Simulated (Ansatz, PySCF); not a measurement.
HCl (SMILES Cl) and AsH3 (SMILES [AsH3]) are pulled apart as rigid monomers along the line of their centres of mass, from the B3LYP-D3(BJ)/def2-TZVP minimum. Starting geometry (charge 0, multiplicity 1):
```xyz
6

Cl     1.2079     0.5304     0.6571
H      0.7276     0.2800     1.8236
As    -0.3596    -0.2891     4.4963
H     -0.9333     0.7613     3.5494
H     -0.2595    -1.3243     3.3796
H      1.0687     0.1919     4.2567
```

Interaction energies with rigid monomers; basis-set methods are counterpoise corrected unless marked otherwise.

Rows in 6-31G* carry no dispersion term and start afresh at each structure (6-31G* with six Cartesian d functions); the Pople sets are all-electron and without relativity.

Codes used: Ansatz (Gaussian basis) for Hartree–Fock, density functionals and correlated methods; PySCF for 6-31G* rows, the dispersion terms. Each number belongs to the level named beside it.

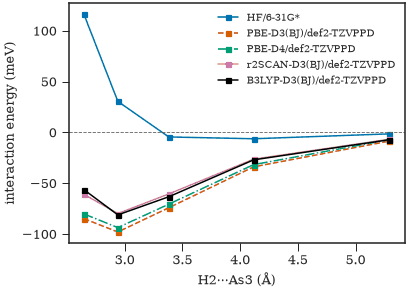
*Interaction energy against separation*

Task: Which level binds most strongly at H2···As3 = 2.94, and by how much?

Result: PBE-D3(BJ)/def2-TZVPPD, -98 meV.

Ansatz is an electronic-structure program.
